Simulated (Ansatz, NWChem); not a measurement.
**How methods differ on [SF3]+ (SMILES F[S+](F)F)**

The species is [SF3]+ (4 atoms), meant as a singlet with charge +1. SMILES: `F[S+](F)F`. The shape is that of a PBE0-D4/def2-TZVP optimisation. The run starts from this shape.

```xyz
4

F     0.6230    0.1910    1.1678
S     0.4328   -0.0586   -0.3017
F    -0.5454   -1.1975   -0.2386
F    -0.5104    1.0650   -0.6274
```

Each level gives the adiabatic ionisation energy (to the doublet dication, no zero-point term) (eV). The values are calculated.

```tsv
level	kind	program	value (eV)	less CCSD(T)/cc-pVDZ
HF/STO-3G	Hartree–Fock	Ansatz	17.91	-3.77
HF/3-21G	Hartree–Fock	Ansatz	20.90	-0.78
HF/6-31G* (Cartesian functions)	Hartree–Fock	Ansatz	21.41	-0.27
HF/cc-pVTZ	Hartree–Fock	Ansatz	21.04	-0.64
PBE/def2-SVP	GGA	Ansatz	21.49	-0.19
PBE0-D3(BJ)/def2-SVP	global hybrid	NWChem	21.92	+0.24
B3LYP/6-31G* (Cartesian functions)	global hybrid	Ansatz	21.73	+0.05
MP2/6-31G* (Cartesian functions)	perturbation theory	Ansatz	21.58	-0.10
CCSD(T)/cc-pVDZ	coupled cluster or CI	Ansatz	21.68	0.00
```

CCSD(T)/cc-pVDZ is the highest level here, not the true value. The values span 17.91 to 21.92 eV. Spin contamination of the reference (⟨S²⟩ at least 0.1 too high) touches HF/STO-3G. Without the sets that lack polarisation functions the rows with a basis span only 21.04 to 21.92 eV.

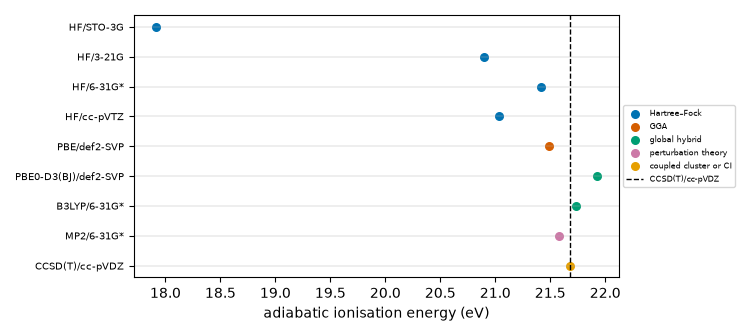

The values of the table, level by level.
